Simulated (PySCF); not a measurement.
Molecule: SMILES c1c[nH+]ccc1 (charge +1), singlet. Atoms near the plane z = 0.6 Å, at the B3LYP/def2-SVP optimised geometry (x, y, z in Å): C1 (-1.3, 0.0, 0.0), C2 (-0.6, -1.2, 0.0), C3 (0.7, -1.2, 0.0), N4 (1.4, 0.0, 0.0), C5 (0.8, 1.2, 0.0), C6 (-0.6, 1.2, 0.0), H7 (-2.4, 0.0, 0.0), H8 (-1.2, -2.2, 0.0), H9 (1.3, -2.1, 0.0), H10 (2.4, -0.1, 0.0), H11 (1.4, 2.0, 0.0), H12 (-1.1, 2.2, 0.0).

Level of theory: B3LYP/def2-TZVP in PySCF. The values are rescaled to run from 0 to 1.

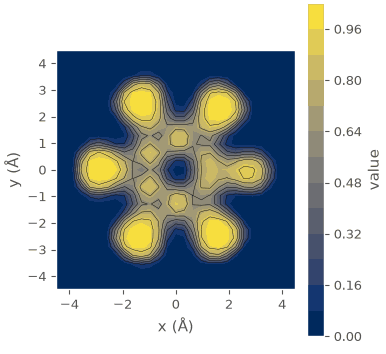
Figure. a field on the plane z = 0.6 Å.

Task: Which quantity is mapped?
(A) electrostatic potential
(B) electron localisation function
(C) log10 of the electron density
(D) deformation density (molecule minus spherical neutral atoms)

Result: B, electron localisation function
